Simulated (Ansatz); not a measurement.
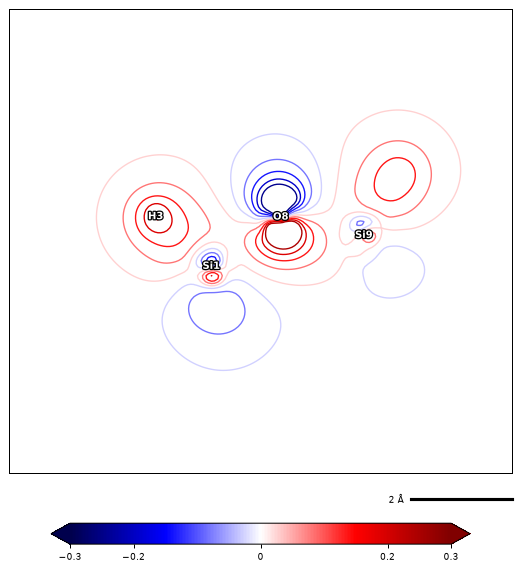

The picture shows: H₇NOSi₂···HF. The HOMO−1 on the plane of atoms Si1, O8 and Si9 (values in Å⁻³ᐟ²; the overall sign is arbitrary).

Level of theory: Ansatz 0.2.0, RKS B3LYP-D4/6-31G*.

Input file:

```
crystal:
  periodic: [false, false, false]
  atoms:
    - { symbol: Si, position_ang: [-0.506087, 0.120278, -0.461597] }
    - { symbol: F, position_ang: [-0.319452, -1.294999, 1.946963] }
    - { symbol: H, position_ang: [0.508727, 0.78907, 0.374448] }
    - { symbol: H, position_ang: [-0.648681, 0.824942, -1.764167] }
    - { symbol: "N", position_ang: [-0.108015, -1.490245, -0.892103] }
    - { symbol: H, position_ang: [0.032281, -2.220909, -0.20707] }
    - { symbol: H, position_ang: [-0.323713, -1.84733, -1.812449] }
    - { symbol: O, position_ang: [-1.954961, 0.290456, 0.376277] }
    - { symbol: Si, position_ang: [-3.353295, -0.591032, 0.191857] }
    - { symbol: H, position_ang: [-3.15104, -2.039018, 0.474798] }
    - { symbol: H, position_ang: [-4.337226, -0.056573, 1.168392] }
    - { symbol: H, position_ang: [-3.893174, -0.456098, -1.19235] }
    - { symbol: H, position_ang: [-0.910664, -0.59084, 2.108502] }
basis:
  gaussian: { orbitals: "6-31G*" }
hamiltonian:
  xc: b3lyp
  dispersion: d4
relax:
  f_tol: 0.03
  max_steps: 50
output:
  orbitals: {}
```

Run with:

```sh
ansatz run input.yaml --threads 2 --pin off --max-ram 3072MiB --backend cpu --events-out ev --progress --plain --runs-dir out
```

The fields are those of the run's last geometry, not of the input's.

**What is the character of this orbital?**

Its weight (Hirshfeld) is mainly on O8 (about 35 %), Si9 (about 15 %), H12 (about 15 %), H4 (about 10 %) and Si1 (about 10 %). Its energy is −8.81 eV.
